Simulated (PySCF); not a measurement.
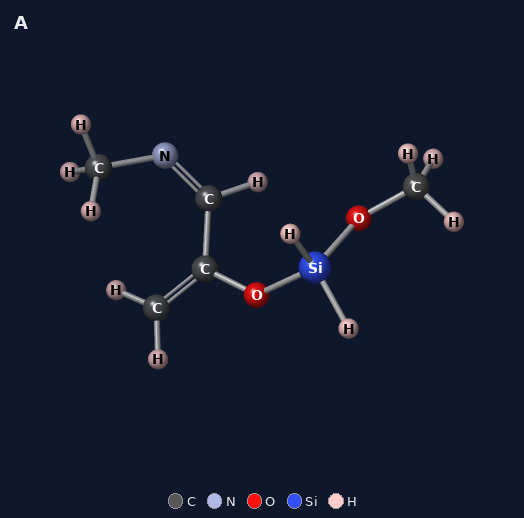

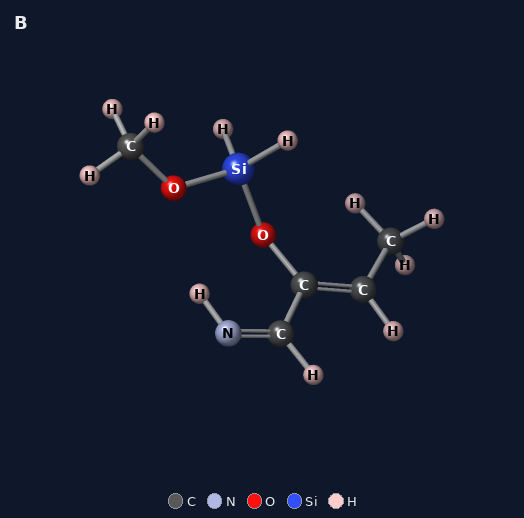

2 stationary structures of one formula. Geometries: GFN2-xTB. Electronic energies: PBE0/pcSseg-1 (PySCF 2.14.0), without zero-point energy. No frequency run is at hand to confirm each as a minimum. Each is one conformer, not always the lowest.

Rank them by energy, lowest first.

Answer. B is lowest; A lies 14.0 kcal/mol above it. A is `C=C(/C=N\C)O[SiH2]OC`, B is `[H]/N=C\C(=C\C)O[SiH2]OC`.

The geometry is semi-empirical. Around Si such bond lengths and angles can be off by a tenth of an ångström or more and by several degrees, and values that hang on the shape move with them.
